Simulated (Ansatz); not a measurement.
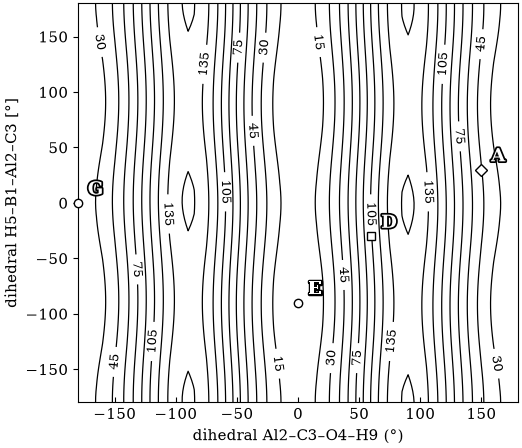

CH₅AlBO, SMILES [BH2][AlH][CH+]O, charge +1. Coordinates scanned: (1) dihedral Al2–C3–O4–H9; (2) dihedral H5–B1–Al2–C3. Nothing is relaxed (all other coordinates rigid). Grid: 12 × 12 points. All energies are given in kJ/mol relative to the lowest grid point. Level of theory: Ansatz, RKS B3LYP-D4/def2-TZVP.

Drawn: contour lines labelled in kJ/mol, lettered points. Between grid points the surface is interpolated.

Question: Is D the lowest point of the computed grid?

Answer: No. D lies 104 kJ/mol above the lowest grid point, which is at dihedral Al2–C3–O4–H9 = 0°, dihedral H5–B1–Al2–C3 = 90°.

Question: What kind of point is each of A, D, E, G: minimum, saddle, maximum or slope?

Answer: A: on a slope; D: on a slope; E: minimum; G: saddle point. (In these two coordinates alone; a stationary point may lie a little off the grid point.)
